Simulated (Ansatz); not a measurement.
System: IrPd₂.

```
Pd Ir
1.0
     3.32368    0.00000    0.00000
     0.00000    3.32368    0.00000
     0.00000    0.00000    8.23751
Pd Ir
4 2
Direct
  0.00000 0.00000 0.66330
  0.50000 0.50000 0.16330
  0.00000 0.00000 0.33670
  0.50000 0.50000 0.83670
  0.00000 0.00000 0.00000
  0.50000 0.50000 0.50000
```

Space group I4/mmm; started from the MoSi2 (C11b)_139 prototype, which need not be the ambient phase; computed without spin polarisation.

The calculation used DFT PBE, scalar-relativistic, plane waves, PAW in Ansatz 0.2.0.

What will maps of the valence pseudo-density and electron localisation function show?

Answer. Pd–Pd (2.69 Å): ρ at the midpoint is about 0.33 e/Å³; the ELF is about 0.20 at the midpoint: no localised pair shows between them.
Ir–Pd (2.77 Å): the density is about 0.35 e/Å³ at the midpoint; the ELF is about 0.30 at the midpoint; no shared electron pair shows on this line.

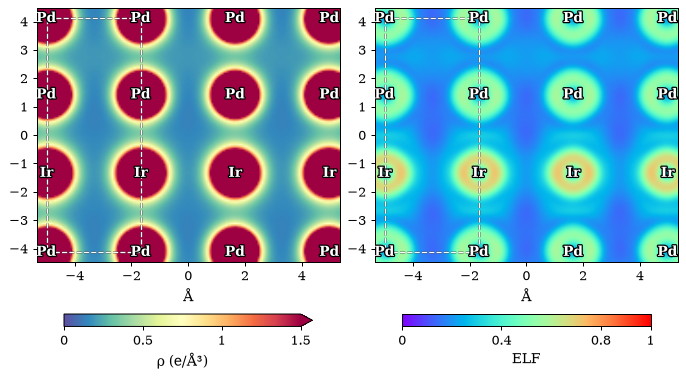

Computed valence pseudo-density and electron localisation function on the (100) plane of the conventional cell, in this order. 

The density is the valence pseudo-density of a PAW calculation; it isn't the true density close to the nuclei.
